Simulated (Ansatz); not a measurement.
# N2Ti: the cost of one run

Computed with Ansatz 0.2.0, Gaussian basis. Level: def2-TZVPP, core rule «outside noble gas», up to 11 orbitals frozen.

To be run: UHF; CCSD(T) on ROHF; CCSD(T) on UHF; CCSDT(Q) on ROHF; CCSDT(Q) on UHF.

7 further runs of the same task are left out: 3 for a known fault of the program, 4 set aside as unsound or not needed.

### Step 1. The system

The geometry is a PBE0/def2-TZVP stationary point (not a proven minimum) of the parent state, kept for this charge and spin.

3 atoms, charge 0, spin multiplicity 3.

Atoms are counted from 1 here; the program's logs count them from 0.

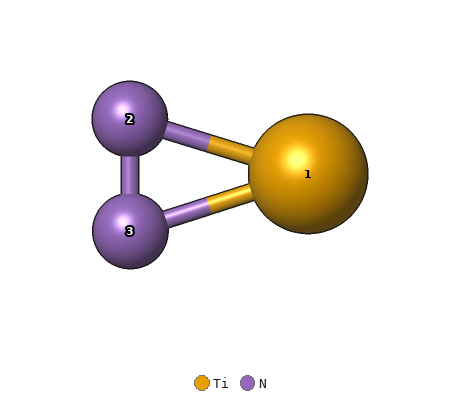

The geometry (titanium amber, nitrogen purple); atoms are numbered from 1 in the order of the file.

### Step 2. UHF

in.yaml reads:

```yaml
crystal:
  periodic: [false, false, false]
  atoms:
    - {symbol: Ti, position_ang: [0.000000, 0.000000, -0.692340]}
    - {symbol: N, position_ang: [0.000000, 0.589763, 1.183014]}
    - {symbol: N, position_ang: [0.000000, -0.589763, 1.183014]}
basis:
  gaussian: {orbitals: def2-TZVPP}
magnetization: {spin_polarized: true, initial_magnetization: 2}
hamiltonian: {xc: hf}
output: {orbitals: {seedname: orbitals}}
```

The run is started by

```sh
$ ansatz run in.yaml --threads 1 --pin off --events-out ev --progress --plain --max-ram 4096MiB --backend cpu
```

What time and memory should one allow on 1 thread of AMD EPYC 7R13, shared host?

About 1.7 min, with a peak of 0.37 GiB.
